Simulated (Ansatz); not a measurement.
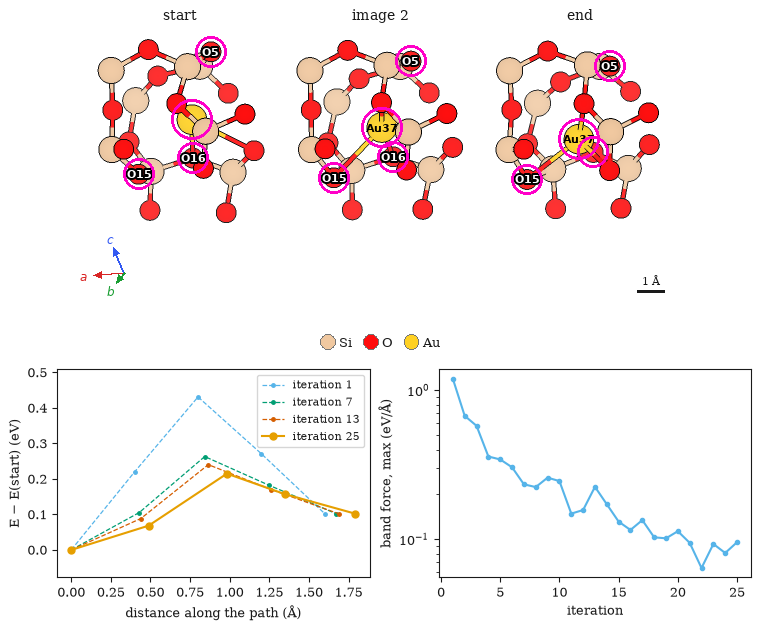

NEB run on SiO2 with an interstitial Au (37 atoms in the cell). Images are numbered from 0 (start) to 4 (end). The plot follows the band through its iterations. A ball-and-stick model of the atoms within 4.1 Å of the middle of the path, seen from a free direction. The atoms that move most are ringed. Bonds to atoms that aren't drawn are left out.

These are results of Ansatz, DFT PBE, scalar-relativistic, plane waves, PAW, not measurements. Settings: plane-wave cutoff 420 eV; k-point mesh 2 × 2 × 2; Gaussian smearing 0.05 eV; spin collinear; 3 movable images; climbing image; force threshold 0.05 eV/Å; iteration limit 25; spring constant 0.05 eV/Å²; optimiser FIRE.

Judge this run.

Answer. The result isn't final. The band hadn't converged when the run stopped after 25 iterations. The largest component of the band force went from 1.2 to 0.096 eV/Å. The barrier read from it is provisional, though the highest image hardly moved in the last two iterations. The spring constant is far from the usual few eV/Å², which spoils the spacing or the steps. The first iteration put the highest image at 0.431 eV. The energy climbs by 0.215 eV to image 2 and then falls by 0.113 eV, so the end point sits at +0.102 eV.

Limits of the set-up: the periodic images lie only 7.0 Å apart, so the values are limited by the cell's size.

PAW datasets: the set soft_1.
